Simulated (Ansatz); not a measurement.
# ClF2H8NOSi2 (built from SMILES F[Si](F)([SiH3])Cl.N.O): search for a transition state, part 2 of 3

Ansatz 0.2.0, Gaussian basis; PBE0-D4. The steps go on from the part before.

### 4 Saddle search in the small basis

A small driver takes partitioned rational-function steps: uphill along one mode, downhill along the rest. It calls the program once a step for energy and forces and updates the Hessian by Bofill's formula. It stops when the largest force is under 0.04 eV/Å and the followed curvature is negative. The first step's input:

File presaddle/in.yaml:

```yaml
crystal:
  periodic: [false, false, false]
  atoms:
    - {symbol: Si, position_ang: [-0.970687, -0.112083, -0.664282]}
    - {symbol: Si, position_ang: [-0.224289, -0.154701, 1.881505]}
    - {symbol: F, position_ang: [-2.200320, 0.601809, 0.172753]}
    - {symbol: F, position_ang: [-0.929147, 1.016061, -1.844050]}
    - {symbol: Cl, position_ang: [-1.972313, -1.857041, -1.160178]}
    - {symbol: H, position_ang: [1.358730, 0.331791, -0.856140]}
    - {symbol: N, position_ang: [0.731089, -0.700989, -1.240050]}
    - {symbol: H, position_ang: [0.428058, 0.765953, 0.490776]}
    - {symbol: O, position_ang: [1.531344, 1.337786, -0.142154]}
    - {symbol: H, position_ang: [1.122538, -0.653744, 2.296846]}
    - {symbol: H, position_ang: [-1.196166, -1.285600, 1.989059]}
    - {symbol: H, position_ang: [-0.661009, 1.002308, 2.710074]}
    - {symbol: H, position_ang: [1.052963, -1.558245, -0.788485]}
    - {symbol: H, position_ang: [0.733868, -0.856820, -2.250198]}
    - {symbol: H, position_ang: [1.195243, 2.123315, -0.595576]}
basis:
  gaussian: {orbitals: def2-SVP}
hamiltonian: {xc: pbe0, dispersion: d4}
output: {forces: true}
scf: {lower_state_search: off}
```

Run with:

```
$ ansatz run in.yaml --threads 4 --pin off --events-out ev --progress --plain --max-ram 46080MiB --backend cpu
```

Step by step:

| step | energy (eV) | largest force (eV/Å) | followed curvature (eV/Å²) |
| --- | --- | --- | --- |
| 1 | -37346.51547 | 0.8241 | -13.50 |
| 2 | -37346.61050 | 0.6059 | -13.10 |
| 3 | -37346.61481 | 0.2368 | -13.56 |
| 4 | -37346.60656 | 0.7486 | -13.57 |
| 5 | -37346.62113 | 0.8508 | -13.96 |
| 6 | -37346.63499 | 0.2768 | -15.05 |
| 7 | -37346.63803 | 0.4239 | -15.62 |
| 8 | -37346.63947 | 0.1502 | -16.23 |
| 9 | -37346.64176 | 0.0817 | -16.25 |
| 10 | -37346.64213 | 0.1265 | -16.25 |
| 11 | -37346.64232 | 0.1119 | -16.15 |
| 12 | -37346.64301 | 0.0821 | -15.95 |
| 13 | -37346.64301 | 0.0254 | -15.88 |

The 13 steps took 24 s in all (4 threads of AMD EPYC 7R13, shared host).

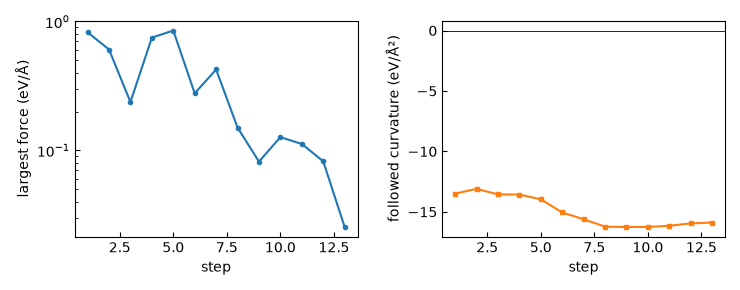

Largest force and followed curvature during the search.

### 5 Saddle search in triple zeta

A small driver takes partitioned rational-function steps: uphill along one mode, downhill along the rest. It calls the program once a step for energy and forces and updates the Hessian by Bofill's formula. It stops when the largest force is under 0.018 eV/Å and the followed curvature is negative. The first step's input:

File saddle/in.yaml:

```yaml
crystal:
  periodic: [false, false, false]
  atoms:
    - {symbol: Si, position_ang: [-0.972081, -0.125990, -0.646436]}
    - {symbol: Si, position_ang: [-0.163053, -0.096277, 1.817074]}
    - {symbol: F, position_ang: [-2.207421, 0.486885, 0.264637]}
    - {symbol: F, position_ang: [-0.811693, 1.168271, -1.641516]}
    - {symbol: Cl, position_ang: [-2.131245, -1.632937, -1.504139]}
    - {symbol: H, position_ang: [1.455854, 0.494047, -0.786166]}
    - {symbol: N, position_ang: [0.654965, -0.816154, -1.123143]}
    - {symbol: H, position_ang: [0.578073, 0.898328, 0.479924]}
    - {symbol: O, position_ang: [1.528610, 1.386028, -0.237044]}
    - {symbol: H, position_ang: [1.196218, -0.468688, 2.328302]}
    - {symbol: H, position_ang: [-0.911477, -1.397225, 1.733330]}
    - {symbol: H, position_ang: [-0.854354, 0.826751, 2.753952]}
    - {symbol: H, position_ang: [0.939809, -1.616199, -0.555741]}
    - {symbol: H, position_ang: [0.616478, -1.149967, -2.089107]}
    - {symbol: H, position_ang: [1.081215, 2.042929, -0.794029]}
basis:
  gaussian: {orbitals: def2-TZVP}
hamiltonian: {xc: pbe0, dispersion: d4}
output: {forces: true}
scf: {lower_state_search: off}
```

Run with:

```
$ ansatz run in.yaml --threads 4 --pin off --events-out ev --progress --plain --max-ram 46080MiB --backend cpu
```

Step by step:

| step | energy (eV) | largest force (eV/Å) | followed curvature (eV/Å²) |
| --- | --- | --- | --- |
| 1 | -37367.85852 | 0.6748 | -15.88 |
| 2 | -37367.88602 | 0.4211 | -15.78 |
| 3 | -37367.89476 | 0.2589 | -15.48 |
| 4 | -37367.88538 | 0.2988 | -15.49 |
| 5 | -37367.89964 | 0.1183 | -15.50 |
| 6 | -37367.89850 | 0.1122 | -15.47 |
| 7 | -37367.90260 | 0.0560 | -15.48 |
| 8 | -37367.90347 | 0.0305 | -15.48 |
| 9 | -37367.90376 | 0.0264 | -15.47 |
| 10 | -37367.90356 | 0.0510 | -15.47 |
| 11 | -37367.90391 | 0.0183 | -15.47 |
| 12 | -37367.90376 | 0.0441 | -15.47 |
| 13 | -37367.90390 | 0.0289 | -15.45 |
| 14 | -37367.90400 | 0.0153 | -15.43 |

The 14 steps took 79 s in all (4 threads of AMD EPYC 7R13, shared host).

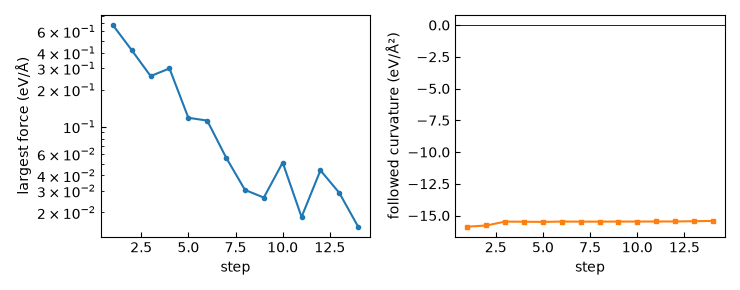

Largest force and followed curvature during the search.

Geometry at the end of the search:

```mol
ClF2H8NOSi2
  3D, bonds by distance, orders not assigned

 15 11  0  0  0  0  0  0  0  0999 V2000
   -1.0082   -0.1265   -0.6707 Si  0  0
   -0.1642   -0.0879    1.8258 Si  0  0
   -2.2040    0.4783    0.2479 F   0  0
   -0.9157    1.0986   -1.7054 F   0  0
   -2.1271   -1.7015   -1.4211 Cl  0  0
    1.4050    0.4460   -0.8110 H   0  0
    0.6314   -0.7726   -1.1494 N   0  0
    0.6079    0.9079    0.4893 H   0  0
    1.5788    1.3318   -0.2145 O   0  0
    1.1769   -0.4307    2.3827 H   0  0
   -0.8872   -1.3947    1.7222 H   0  0
   -0.8993    0.8085    2.7450 H   0  0
    0.9287   -1.5711   -0.5983 H   0  0
    0.6102   -1.0775   -2.1192 H   0  0
    1.2667    2.0911   -0.7235 H   0  0
  1  3  8  0
  1  4  8  0
  1  5  8  0
  1  7  8  0
  2 10  8  0
  2 11  8  0
  2 12  8  0
  6  9  8  0
  7 13  8  0
  7 14  8  0
  9 15  8  0
M  END
```

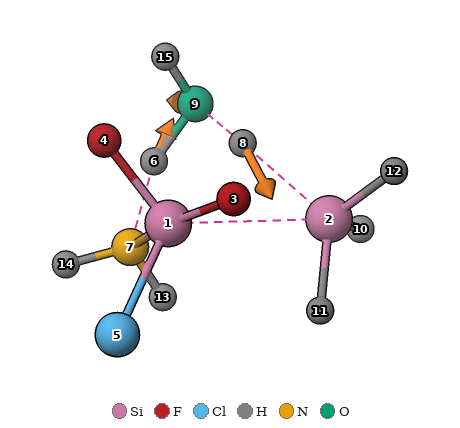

The point found; broken lines mark the pairs that react, arrows the followed mode.

### 6 Vibrations at the point found

File vib/in.yaml:

```yaml
crystal:
  periodic: [false, false, false]
  atoms:
    - {symbol: Si, position_ang: [-1.008170, -0.126520, -0.670663]}
    - {symbol: Si, position_ang: [-0.164239, -0.087885, 1.825789]}
    - {symbol: F, position_ang: [-2.204008, 0.478310, 0.247862]}
    - {symbol: F, position_ang: [-0.915653, 1.098625, -1.705403]}
    - {symbol: Cl, position_ang: [-2.127129, -1.701499, -1.421121]}
    - {symbol: H, position_ang: [1.404986, 0.446020, -0.810974]}
    - {symbol: N, position_ang: [0.631383, -0.772641, -1.149385]}
    - {symbol: H, position_ang: [0.607942, 0.907870, 0.489275]}
    - {symbol: O, position_ang: [1.578762, 1.331773, -0.214468]}
    - {symbol: H, position_ang: [1.176931, -0.430739, 2.382679]}
    - {symbol: H, position_ang: [-0.887179, -1.394669, 1.722221]}
    - {symbol: H, position_ang: [-0.899300, 0.808529, 2.745048]}
    - {symbol: H, position_ang: [0.928709, -1.571053, -0.598291]}
    - {symbol: H, position_ang: [0.610200, -1.077466, -2.119215]}
    - {symbol: H, position_ang: [1.266666, 2.091146, -0.723456]}
basis:
  gaussian: {orbitals: def2-TZVP}
hamiltonian: {xc: pbe0, dispersion: d4}
phonons: {temperatures: {t_min: 298.15, t_max: 900, t_step: 200}}
```

Run with:

```
$ ansatz run in.yaml --threads 4 --pin off --events-out ev --progress --plain --max-ram 46080MiB --backend cuda --devices 0, --max-vram 37GiB
```

What it wrote (excerpt; [...] marks lines left out):

```text
Functional definition: PBE0
  name "PBE0"
  cite "Adamo & Barone, J. Chem. Phys. 110, 6158 (1999) doi:10.1063/1.478522"
  cite "Perdew, Burke & Ernzerhof, Phys. Rev. Lett. 77, 3865 (1996) doi:10.1103/PhysRevLett.77.3865"
  parent pbe
[...]
1774 factors; their error is unknown
[...]
mean field -37367.53870404 eV, -1373.2317187460 hartree, gradient 5.5e-5 eV, S^2 0.000000; 0 other end points of the search recorded, 0 dependent functions left out
[...]
WARN: phonons: modes at or below zero, which the zero-point energy, F, S and C_V leave out: 1, the lowest at -1282.42 cm⁻¹. A minimum has none, and a first-order saddle one
[...]
Atom 10 at    -0.887179    -1.394669     1.722221 Å, force    -0.000941    -0.000042    -0.000497 eV/Å
Atom 11 at    -0.899300     0.808529     2.745048 Å, force    -0.002769     0.004090     0.002907 eV/Å
Atom 12 at     0.928709    -1.571053    -0.598291 Å, force     0.002000    -0.002406     0.001812 eV/Å
Atom 13 at     0.610200    -1.077466    -2.119215 Å, force     0.000039     0.000906    -0.003113 eV/Å
Atom 14 at     1.266666     2.091146    -0.723456 Å, force     0.004873    -0.009124     0.008008 eV/Å
Dipole moment:     0.710744    -0.002598    -0.145796 e Å
[...]
```

Run time: 1.8 min. Hardware: 1 × a share of an NVIDIA H100 with 4 threads of AMD EPYC 7R13, shared host; peak host memory 0.99 GiB.

Wavenumbers and character of the modes:

| mode | wavenumber (cm⁻¹) | character |
| --- | --- | --- |
| 1 | 1282i | changes H6–O9, Si2–H8, H6–N7, H8–O9 |
| 2 | 33 | torsion |
| 3 | 101 | not assigned (largely outside the bonds, angles and torsions drawn) |
| 4 | 149 | bend |
| 5 | 165 | not assigned (largely outside the bonds, angles and torsions drawn) |
| 6 | 195 | not assigned (largely outside the bonds, angles and torsions drawn) |
| 7 | 223 | not assigned (largely outside the bonds, angles and torsions drawn) |
| 8 | 238 | not assigned (largely outside the bonds, angles and torsions drawn) |
| 9 | 283 | not assigned (largely outside the bonds, angles and torsions drawn) |
| 10 | 302 | torsion with bend |
| 11 | 334 | not assigned (largely outside the bonds, angles and torsions drawn) |
| 12 | 369 | bend with torsion |
| 13 | 408 | bend with torsion |
| 14 | 436 | not assigned (largely outside the bonds, angles and torsions drawn) |
| 15 | 482 | not assigned (largely outside the bonds, angles and torsions drawn) |
| 16 | 484 | not assigned (largely outside the bonds, angles and torsions drawn) |
| 17 | 534 | not assigned (largely outside the bonds, angles and torsions drawn) |
| 18 | 584 | Si–N stretch |
| 19 | 599 | not assigned (largely outside the bonds, angles and torsions drawn) |
| 20 | 685 | not assigned (largely outside the bonds, angles and torsions drawn) |
| 21 | 831 | Si–F stretch with bend |
| 22 | 853 | Si–F stretch |
| 23 | 856 | bend with Si–F stretch |
| 24 | 884 | bend with torsion |
| 25 | 919 | bend |
| 26 | 952 | bend |
| 27 | 956 | bend |
| 28 | 1167 | not assigned (largely outside the bonds, angles and torsions drawn) |
| 29 | 1285 | not assigned (largely outside the bonds, angles and torsions drawn) |
| 30 | 1421 | not assigned (largely outside the bonds, angles and torsions drawn) |
| 31 | 1587 | bend |
| 32 | 1654 | not assigned (largely outside the bonds, angles and torsions drawn) |
| 33 | 2112 | not assigned (largely outside the bonds, angles and torsions drawn) |
| 34 | 2173 | Si–H stretch |
| 35 | 2197 | Si–H stretch |
| 36 | 2266 | Si–H stretch |
| 37 | 3501 | N–H stretch |
| 38 | 3589 | N–H stretch |
| 39 | 3823 | O–H stretch |

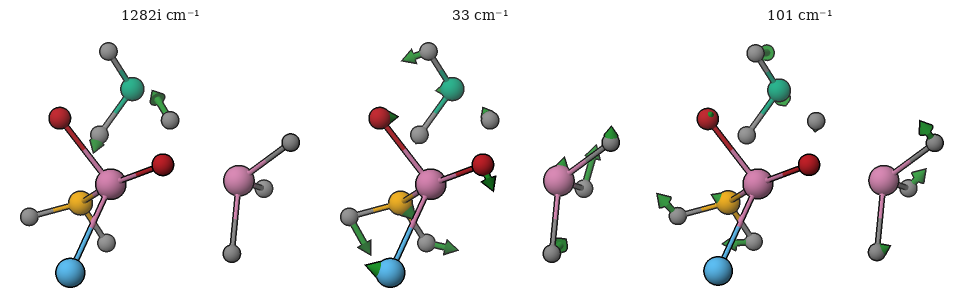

How the atoms move in 3 of the modes.

Vibrational sums (real modes only):

| T (K) | entropy (J/mol/K) | heat capacity (J/mol/K) |
| --- | --- | --- |
| 298 | 132.1 | 139.8 |
| 498 | 217.4 | 192.0 |
| 698 | 287.6 | 223.9 |
| 898 | 346.8 | 245.2 |

Modes under 50 cm⁻¹ weigh heavily in the entropy, and the harmonic picture is poor for them.

(Part 2 of 3 ends here.)
